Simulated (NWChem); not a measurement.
**PH3 (phosphine) at 6 levels**

We compute a comparison of 6 runs (B3LYP/MIDI!, B3LYP/MINI, B3LYP/jorge-TZP, B3LYP/DGauss-DZVP, B3LYP/jorge-DZP, CCSD/def2-TZVP) of PH3 (phosphine). 

Program for the calculation: NWChem 7.3.0.

1 further run of the same task is left out (set aside as unsound or not needed).

## Step 1: The structure to begin with

The species is PH3 (4 atoms), meant as a singlet with charge 0. As SMILES, `P`. Geometry: relaxed at PBE0-D4/def2-TZVP.

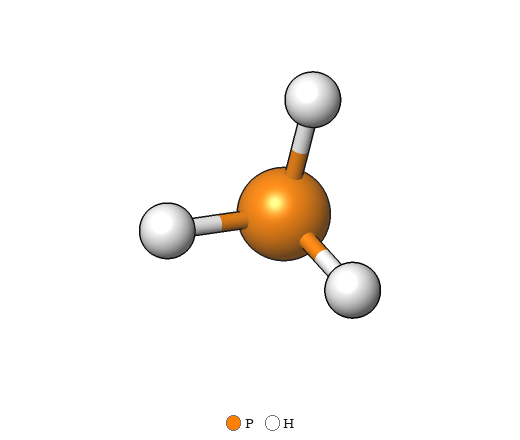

The structure, seen from a chosen angle (phosphorus orange, hydrogen white).

## Step 2: Energy and gradient at B3LYP/MIDI! (run 1)

Input file h3p.nw:

```
start h3p
memory stack 880 mb heap 220 mb global 1100 mb
charge 0
geometry units angstrom noautosym nocenter noautoz
P     0.346000   -0.326500   -0.332800
H     0.630900   -0.034000    1.027000
H    -1.005500   -0.663000   -0.057200
H     0.028700    1.023500   -0.636900
end
basis "ao basis" spherical bse
P library "MIDI!"
H library "MIDI!"
end
dft
xc b3lyp
grid fine
convergence energy 1e-08
maxiter 100
mulliken
print low
end
task dft gradient
```

Run with:

```
$ nwchem h3p.nw > h3p.out
```

Output:

```text
[...]
 d= 0,ls=0.0,diis     1   -341.4362445942 -3.59D+02  1.09D-02  8.47D-02     0.2
[...]
 d= 0,ls=0.0,diis     7   -341.4480881555 -1.84D-10  9.68D-08  1.22D-12     0.9
         Total DFT energy =     -341.448088155500
      One electron energy =     -506.136804889585
           Coulomb energy =      171.370838397209
    Exchange-Corr. energy =      -24.224744775423
 Nuclear repulsion energy =       17.542623112300
[...]
      Total Density - Mulliken Population Analysis
     ---------------------------------------------
    Atom       Charge   Shell Charges
 -----------   ------   -------------------------------------------------------
    1 P   15    15.51   2.00  2.00  1.14  0.66  5.92  2.79  0.83  0.18
    2 H    1     0.83   0.52  0.31
    3 H    1     0.83   0.52  0.31
    4 H    1     0.83   0.52  0.31
[...]
                         DFT ENERGY GRADIENTS
    atom               coordinates                        gradient
                 x          y          z           x          y          z
   1 P       0.653845  -0.616996  -0.628901   -0.010780   0.010184   0.010344
   2 H       1.192228  -0.064251   1.940749   -0.002163  -0.002291  -0.010501
   3 H      -1.900119  -1.252888  -0.108092    0.010451   0.002551  -0.002148
   4 H       0.054235   1.934135  -1.203566    0.002491  -0.010444   0.002305
 Task  times  cpu:        1.1s     wall:        1.1s
 Total times  cpu:        1.1s     wall:        1.1s
```

Wall time 1.6 s (1 thread of Intel Xeon Platinum 8488C (Sapphire Rapids), shared host); peak memory 0.11 GiB.

## Step 3: Energy and forces at B3LYP/MINI (run 2)

Input file run.xyz:

```xyz
4
H3P
P      0.346000    -0.326500    -0.332800
H      0.630900    -0.034000     1.027000
H     -1.005500    -0.663000    -0.057200
H      0.028700     1.023500    -0.636900
```

Input file run.nw:

```
start run
title "H3P"
memory total 2200 mb

geometry units angstrom noautosym nocenter noautoz
  load format xyz run.xyz
end

basis spherical bse
  * library MINI
end

dft
  xc b3lyp
  grid fine
  convergence energy 1e-08
  maxiter 100
  mulliken
  print low
end

task dft gradient
```

Run with:

```
$ nwchem run.nw > run.out
```

Output:

```text
[...]
 d= 0,ls=0.0,diis     1   -341.2911218680 -3.59D+02  2.93D-02  4.15D-02     0.2
[...]
 d= 0,ls=0.0,diis     5   -341.2963866865 -5.39D-09  4.55D-07  3.35D-12     0.4
         Total DFT energy =     -341.296386686538
      One electron energy =     -504.391388144821
           Coulomb energy =      169.638888021720
    Exchange-Corr. energy =      -24.086509675736
 Nuclear repulsion energy =       17.542623112300
[...]
      Total Density - Mulliken Population Analysis
     ---------------------------------------------
    Atom       Charge   Shell Charges
 -----------   ------   -------------------------------------------------------
    1 P   15    15.09   2.00  2.00  1.81  5.95  3.33
    2 H    1     0.97   0.97
    3 H    1     0.97   0.97
    4 H    1     0.97   0.97
[...]
                         DFT ENERGY GRADIENTS
    atom               coordinates                        gradient
                 x          y          z           x          y          z
   1 P       0.653845  -0.616996  -0.628901   -0.070576   0.066618   0.067858
   2 H       1.192228  -0.064251   1.940749   -0.011718  -0.015456  -0.065869
   3 H      -1.900119  -1.252888  -0.108092    0.065560   0.014242  -0.014675
   4 H       0.054235   1.934135  -1.203566    0.016734  -0.065404   0.012686
 Task  times  cpu:        0.5s     wall:        0.5s
 Total times  cpu:        0.6s     wall:        0.6s
```

It took 1.1 s on 1 thread of Intel Xeon Platinum 8488C (Sapphire Rapids), shared host; peak memory 0.11 GiB.

Runs 3 to 5 aren't shown in full; the table further down has their settings and results.

## Step 4: A single-point energy at CCSD/def2-TZVP (run 6)

Input file m1.nw:

```
start m1
memory total 2200 mb
geometry noautosym nocenter noautoz
 P        0.346000      -0.326500      -0.332800
 H        0.630900      -0.034000       1.027000
 H       -1.005500      -0.663000      -0.057200
 H        0.028700       1.023500      -0.636900
end
basis spherical bse
 P library def2-TZVP
 H library def2-TZVP
end
scf
 thresh 1e-08
 maxiter 80
 noprint "final vectors analysis"
end
ccsd
 freeze core 1
 maxiter 60
end
task ccsd
```

Run with:

```
$ nwchem m1.nw > m1.out
```

Output:

```text
[...]
  functions       =    55
[...]
  wavefunction    = RHF
[...]
         Total SCF energy =   -342.482974952132
      One-electron energy =   -508.348064699204
      Two-electron energy =    148.322466634772
 Nuclear repulsion energy =     17.542623112300
        Time for solution =      2.6s
[...]
 Total MP2 energy:           -342.742242501293617
[...]
             energy      energy      error      ampl     ampl      Block
                                                time     time      time
[...]
 Total CCSD energy:           -342.771530757470828
[...]
```

Wall time 15 s (1 thread of Intel Xeon Platinum 8488C (Sapphire Rapids), shared host); peak memory 0.12 GiB.

## Step 5: Overview of the runs

```csv
run,level,frozen core orbitals,task,energy (Eh),largest force (eV/Å),wall time
1,B3LYP/MIDI!,–,gradient,-341.448088,0.930,1.6 s
2,B3LYP/MINI,–,gradient,-341.296387,6.089,1.1 s
3,B3LYP/jorge-TZP,–,gradient,-343.177595,0.047,7.5 s
4,B3LYP/DGauss-DZVP,–,gradient,-343.117937,0.087,1.9 s
5,B3LYP/jorge-DZP,–,gradient,-343.162256,0.399,2.4 s
6,CCSD/def2-TZVP,1,energy,-342.771531,–,15 s
```

## Step 6: Results

| quantity | value |
| --- | --- |
| run 6: total energy | -342.77153 Eh |
| run 6: correlation energy (1 core orbital frozen) | -288.6 mEh |

In words: In run 2 the basis is minimal, so the values are rough. All runs together took 29 s, the longest 15 s.
